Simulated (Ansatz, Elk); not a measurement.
# Bonding as seen by X-rays: Y3Zn

The structure of Y3Zn used here is made up (a known structure type with other elements) and was relaxed beforehand with PBEsol. The aim is the Fourier transform of its all-electron density, F(hkl), set beside the sum over free spherical atoms that refinements use.

Program: Elk 11.2.3 (patched build). Level of theory: DFT, PBE, all-electron APW+lo, Dirac cores, scalar-relativistic bands, static density, no spin. Results are calculated unless marked as measured.

The structure was built from a prototype and need not be the compound's stable phase.

## (1) Starting point

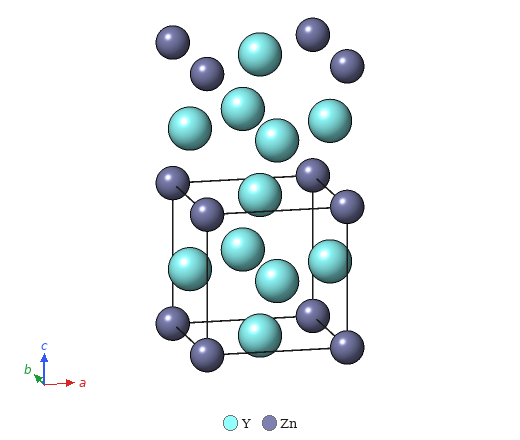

Start, viewed slightly off an axis; yttrium teal, zinc blue. 1×1×2 cells are drawn. Some periodic images of atoms are drawn too.

## (2) Ground state and structure factors

An all-electron density is needed, since X-rays see the cores too. Task 0 finds the density and task 195 Fourier-transforms it; tshift is off so that phases refer to the origin typed.

Contents of elk.in:

```
tasks
  0
  195

xctype
  20

spinpol
  .false.

rgkmax
  7.0

gmaxvr
  14.0

lmaxo
  7

lmaxapw
  8

swidth
  0.002

tshift
  .false.

ramdisk
  .false.

hmaxvr
  5.5

maxscl
  120

epspot
  1e-06

sppath
  './'

avec
  8.84921227482 -0.00000000000 -0.00000000000
  -0.00000000000 8.84921227482 -0.00000000000
  -0.00000000000 -0.00000000000 8.84921227482

atoms
  2
  'Y.in'
  3
  0.5000000000 0.5000000000 -0.0000000000   0.000000 0.000000 0.000000
  0.5000000000 -0.0000000000 0.5000000000   0.000000 0.000000 0.000000
  0.0000000000 0.5000000000 0.5000000000   0.000000 0.000000 0.000000
  'Zn.in'
  1
  -0.0000000000 0.0000000000 0.0000000000   0.000000 0.000000 0.000000

ngridk
  5 5 5
```

The run is started by

```bash
$ OMP_NUM_THREADS=4 elk
```

Numbers of over 12 decimals in the logs are rounded to 6 here.

Log:

```text
┌─────────────────────────┐
│ Elk code version 11.2.3 │
└─────────────────────────┘

All units are atomic (Hartree, Bohr, etc.)

┌─────────────────────────────────────────────────┐
│ Ground-state run starting from atomic densities │
└─────────────────────────────────────────────────┘

Lattice vectors :
   8.849212275      -0.000000000      -0.000000000
  -0.000000000       8.849212275      -0.000000000
  -0.000000000      -0.000000000       8.849212275

Reciprocal lattice vectors :
  0.7100276400       0.000000000       0.000000000
   0.000000000      0.7100276400       0.000000000
   0.000000000       0.000000000      0.7100276400

Unit cell volume      :    692.9690517
Brillouin zone volume :   0.3579528016

Muffin-tin inner radius fraction :   0.1000000000E-01

Nuclei treated as point charges

Species : 1 (Y)
 parameters loaded from : Y.in
 name : yttrium
 nuclear charge    :   -39.00000000
 electronic charge :    39.00000000
 atomic mass :    162065.4503
 muffin-tin radius :    2.600000000
 number of radial points in muffin-tin :   1193
 inner part over the whole radius :   0.9871815862E-02
 number on inner part of muffin-tin    :    847
 approximate nuclear radius :   0.8135895711E-04
 number of mesh points to nuclear radius :    416
 atomic positions (lattice), magnetic fields (Cartesian) :
  1 :   0.50000000  0.50000000  0.00000000    0.00000000  0.00000000  0.00000000
  2 :   0.50000000  0.00000000  0.50000000    0.00000000  0.00000000  0.00000000
  3 :   0.00000000  0.50000000  0.50000000    0.00000000  0.00000000  0.00000000

Species : 2 (Zn)
 parameters loaded from : Zn.in
 name : zinc
 nuclear charge    :   -30.00000000
 electronic charge :    30.00000000
 atomic mass :    119233.3130
 muffin-tin radius :    2.400000000
 number of radial points in muffin-tin :    993
 inner part over the whole radius :   0.9843840322E-02
 number on inner part of muffin-tin    :    701
 approximate nuclear radius :   0.7484757725E-04
 number of mesh points to nuclear radius :    337
 atomic positions (lattice), magnetic fields (Cartesian) :
  1 :   0.00000000  0.00000000  0.00000000    0.00000000  0.00000000  0.00000000

Total number of atoms per unit cell :    4
Total muffin-tin volume :    278.7723657
 ratio of muffin-tin to unit cell volume :   0.4022868915

Spin treatment :
 spin-unpolarised

Number of Bravais lattice symmetries :   48
Number of crystal symmetries         :   48
Crystal has inversion symmetry
Real symmetric eigensolver will be used

k-point grid :      5     5     5
k-point offset :    0.000000000       0.000000000       0.000000000
k-point set is reduced with full crystal symmetry group
Total number of k-points :       10

Muffin-tin radius times maximum |G+k| :    7.000000000
 using average radius
Maximum |G+k| for APW functions       :    2.745098039
Maximum (1/2)|G+k|²                   :    3.767781622
Maximum |G| for potential and density :    14.00000000
Constant for pseudocharge density :    9
 order of it for each species :   16  16
 order of it for pair densities of each species (exact exchange by exxq0 0: 17) :   10   8
Radial integration step length :    1

G-vector grid sizes :     40    40    40
Number of G-vectors :    31967

Maximum angular momentum used for
 APW functions            :    8
 outer part of muffin-tin :    7
 inner part of muffin-tin :    2

Total nuclear charge    :   -147.0000000
Total core charge       :    96.00000000
Total valence charge    :    51.00000000
Total excess charge     :    0.000000000
Total electronic charge :    147.0000000

Effective Wigner radius, rₛ :    1.040165947

Number of empty states         :     16
Total number of valence states :     42
Total number of core states    :     96

Third-order local-orbitals added for an l without core states : T
Total number of local-orbitals :     61

Exchange-correlation functional :     20     0     0
 Perdew-Burke-Ernzerhof, Phys. Rev. Lett. 77, 3865 (1996)
 gradient requirement :    1
[...]
Madelung                    :     -14446.801776520
 xc potential                :     -522.70753275804
 exchange                    :     -393.13839104950
 correlation                 :     -7.365569
 electron entropic           :    -0.22377672733882E-02
 total energy                :     -11954.084846010

Density of states at Fermi energy :    164.7894392
 (states/Hartree/unit cell)

Estimated indirect band gap :   0.1708409667E-02
 from k-point 10 to k-point 4
Estimated direct band gap   :   0.7367634119E-02
 at k-point 10

Charges :
 core                        :    96.00000000
 valence                     :    51.00000000
 interstitial                :    7.706000974
 muffin-tins (core leakage)
  species : 1 (Y)
   atom 1                    :    36.88475913     (  0.8948865979E-05)
   atom 2                    :    36.88475913     (  0.8948865979E-05)
[...]
species : 2 (Zn)
[...]
total in muffin-tins        :    139.2939990
 total calculated charge     :    146.9999270
 total charge                :    147.0000000
 error                       :   0.7296751804E-04

RMS change in Kohn-Sham potential (target) :   0.1620543201     (  0.1000000000E-05)
Absolute change in total energy (target)   :   0.1245045944     (  0.1000000000E-03)

[... loops 3 to 13 left out ...]

┌──────────────────┐
│ Loop number : 14 │
└──────────────────┘

Energies :
 Fermi                       :     0.251095
 sum of occupied eigenvalues :     -7030.3956943107
 electron kinetic            :      12307.424239159
 core electron kinetic       :      11922.801930660
 Coulomb                     :     -23859.791359597
 Coulomb potential           :     -18815.772901768
 nuclear-nuclear             :     -1407.2184057188
 electron-nuclear            :     -26119.860275120
 Hartree                     :      3667.2873212418
 Madelung                    :     -14451.904908713
 xc potential                :     -522.04703170199
 exchange                    :     -393.50922696700
 correlation                 :     -7.367930
 electron entropic           :    -0.21253229848493E-02
 total energy                :     -11953.246403174

Density of states at Fermi energy :    165.9221611
 (states/Hartree/unit cell)

Estimated indirect band gap :   0.1640690018E-02
 from k-point 10 to k-point 4
Estimated direct band gap   :   0.3847748594E-02
 at k-point 10

Charges :
 core                        :    96.00000000
 valence                     :    51.00000000
 interstitial                :    7.486441233
 muffin-tins (core leakage)
  species : 1 (Y)
[...]
species : 2 (Zn)
[...]
total in muffin-tins        :    139.5135588
 total calculated charge     :    146.9999506
 total charge                :    147.0000000
 error                       :   0.4941021180E-04

RMS change in Kohn-Sham potential (target) :   0.4406996002E-06 (  0.1000000000E-05)
Absolute change in total energy (target)   :   0.1271775545E-04 (  0.1000000000E-03)

Convergence targets achieved

┌──────────────────┐
│ Loop number : 15 │
└──────────────────┘

Energies :
 Fermi                       :     0.251095
 sum of occupied eigenvalues :     -7030.3957335049
 electron kinetic            :      12307.424202289
 core electron kinetic       :      11922.801883581
 Coulomb                     :     -23859.791355990
 Coulomb potential           :     -18815.772887074
 nuclear-nuclear             :     -1407.2184057188
 electron-nuclear            :     -26119.860284219
 Hartree                     :      3667.2873339477
 Madelung                    :     -14451.904912454
 xc potential                :     -522.04704872034
 exchange                    :     -393.50922749091
 correlation                 :     -7.367930
 electron entropic           :    -0.21253231164777E-02
 total energy                :     -11953.246436932

Density of states at Fermi energy :    165.9222132
 (states/Hartree/unit cell)

Estimated indirect band gap :   0.1640692573E-02
 from k-point 10 to k-point 4
Estimated direct band gap   :   0.3847749436E-02
 at k-point 10

Charges :
 core                        :    96.00000000
 valence                     :    51.00000000
 interstitial                :    7.486440020
 muffin-tins (core leakage)
  species : 1 (Y)
[...]
atom 2                    :    36.88487558     (  0.8700713209E-05)
   atom 3                    :    36.88487558     (  0.8700713209E-05)
  species : 2 (Zn)
   atom 1                    :    28.85893325     (  0.7943410676E-04)
 total in muffin-tins        :    139.5135600
 total calculated charge     :    146.9999506
 total charge                :    147.0000000
 error                       :   0.4941039793E-04

┌──────────────────────────────┐
│ Self-consistent loop stopped │
└──────────────────────────────┘

Wrote STATE.OUT
```

The job ended after 19 s (4 threads of Arm Neoverse V1, shared host; peak memory 0.19 GiB; 36 s of CPU time).

SFACRHO.OUT:

```text

h k l indices transformed by vhmat matrix:
   1.000000000       0.000000000       0.000000000    
   0.000000000       1.000000000       0.000000000    
   0.000000000       0.000000000       1.000000000    

      h      k      l  multipl.   |H|            Re(F)            Im(F)           |F|

      0      0      0      1   0.0000000       147.00000      0.14952616E-16   147.00000    
      0     -1      0      6  0.71002764      -7.4590208     -0.83506658E-14   7.4590208    
     -1      0      1     12   1.0041307      -6.7424863     -0.13021616E-15   6.7424863    
      1      1      1      8   1.2298039       118.33870     -0.22997038E-13   118.33870    
      0      0     -2      6   1.4200553       113.57590      0.14741104E-13   113.57590    
     -1      0     -2     24   1.5876701      -6.3773704     -0.71639835E-14   6.3773704    
     -1      1     -2     24   1.7392054      -6.2030053     -0.13668674E-13   6.2030053    
      2      2      0     12   2.0082614       99.838415     -0.25915127E-13   99.838415    
      2     -2      1     24   2.1300829      -5.8325192      0.61422428E-14   5.8325192    
      0      0      3      6   2.1300829      -5.7929549      0.19090095E-13   5.7929549    
     -3      1      0     24   2.2453045      -5.7952801      0.22251407E-13   5.7952801    
     -1     -1     -3     24   2.3548953       92.423796      0.30144227E-13   92.423796    
      2     -2     -2      8   2.4596079       90.377853      0.11722705E-13   90.377853    
     -2     -3      0     24   2.5600411      -5.7119405     -0.17302074E-13   5.7119405    
     -2      1      3     48   2.6566802      -5.7295190     -0.10280136E-14   5.7295190    
      4      0      0      6   2.8401106       83.371141     -0.21721508E-13   83.371141    
      3      2     -2     24   2.9275190      -5.7387549      0.16287685E-13   5.7387549    
     -4      0     -1     24   2.9275190      -5.7590622     -0.53711959E-14   5.7590622
```

Elk indexes on the primitive cell of elk.in and gives |H| = 4π sin θ/λ in inverse bohr. Below, one row stands for each form hkl of the conventional cell (m members, Friedel mates merged), F is for one primitive cell and the density is static (no thermal factor). Free-atom factors are Waasmaier and Kirfel's, and R is Σm||F|−|F'||/Σm|F|.

| hkl | m | sin θ/λ (Å⁻¹) | abs F, DFT | neutral atoms | diff. |
| --- | --- | --- | --- | --- | --- |
| 100 | 6 | 0.107 | 7.459 | 7.315 | +0.144 |
| 110 | 12 | 0.151 | 6.742 | 6.760 | -0.017 |
| 111 | 8 | 0.185 | 118.339 | 118.740 | -0.401 |
| 200 | 6 | 0.213 | 113.576 | 113.959 | -0.383 |
| 210 | 24 | 0.239 | 6.377 | 6.092 | +0.285 |
| 211 | 24 | 0.262 | 6.203 | 5.949 | +0.254 |
| 220 | 12 | 0.302 | 99.838 | 99.889 | -0.050 |
| 221 | 24 | 0.320 | 5.832 | 5.690 | +0.142 |
| 300 | 6 | 0.320 | 5.793 | 5.690 | +0.103 |
| 310 | 24 | 0.338 | 5.795 | 5.651 | +0.144 |
| 311 | 24 | 0.354 | 92.424 | 92.446 | -0.022 |
| 222 | 8 | 0.370 | 90.378 | 90.359 | +0.019 |
| 320 | 24 | 0.385 | 5.712 | 5.628 | +0.084 |
| 321 | 48 | 0.400 | 5.729 | 5.641 | +0.088 |
| 400 | 6 | 0.427 | 83.371 | 83.406 | -0.035 |
| 322 | 24 | 0.440 | 5.739 | 5.712 | +0.027 |
| 410 | 24 | 0.440 | 5.759 | 5.712 | +0.048 |
| 411 | 24 | 0.453 | 5.718 | 5.740 | -0.022 |

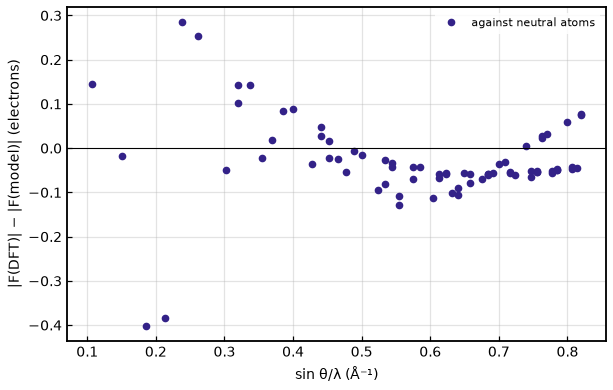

Difference between the calculated structure factors and the independent-atom ones.

## (3) The highest occupied states alone

An energy window below the Fermi level keeps the highest occupied states, to see at which angles they scatter; shallow core shells can lie inside it and anion s states outside. No new self-consistency is needed.

Changes to elk.in since step 2:

```diff
@@ -1,3 +1,2 @@
 tasks
-  0
   195
@@ -40,2 +39,5 @@
 
+wsfac
+  -0.300140 0.551100
+
 sppath
```

The run is started by

```bash
$ OMP_NUM_THREADS=4 elk
```

Log:

```text
┌─────────────────────────────────┐
│ Elk code version 11.2.3 started │
└─────────────────────────────────┘

Info(readinput): the functional depends on the density's gradient
 muffin-tin radial points multiplied by    2.00000
 (not where nrmtscf is given)

┌────────────────────┐
│ Current task : 195 │
└────────────────────┘

Info(sfacrho): density structure factors written to SFACRHO.OUT

 Energy window :  -0.3001400000      0.5511000000

┌──────────────────┐
│ Elk code stopped │
└──────────────────┘
```

Run time: 11 s. Hardware: 4 threads; peak memory 0.19 GiB.

States within 15 eV below the Fermi level hold 21.00 electrons; any levels below the window count with the cores. Their amplitudes can exceed the total, where window and core parts have opposite phase:

| hkl | sin θ/λ (Å⁻¹) | abs F, window | abs F, all |
| --- | --- | --- | --- |
| 100 | 0.107 | 9.106 | 7.459 |
| 110 | 0.151 | 8.608 | 6.742 |
| 111 | 0.185 | 8.051 | 118.339 |
| 200 | 0.213 | 7.277 | 113.576 |
| 210 | 0.239 | 6.417 | 6.377 |
| 211 | 0.262 | 5.994 | 6.203 |
| 220 | 0.302 | 5.610 | 99.838 |
| 221 | 0.320 | 5.002 | 5.832 |
| 300 | 0.320 | 5.044 | 5.793 |
| 310 | 0.338 | 4.696 | 5.795 |

(Continued in part 2 of 2.)

[Logs are printed without paths, hosts, clocks, repeated set-up lines and the standing remarks that a program may print on its own settings, such as how far it seeks lower states.]

[Hosts, paths, dates, database ids (printed as entryN), source tags and the programs' standing remarks are cut or masked in the printed files.]
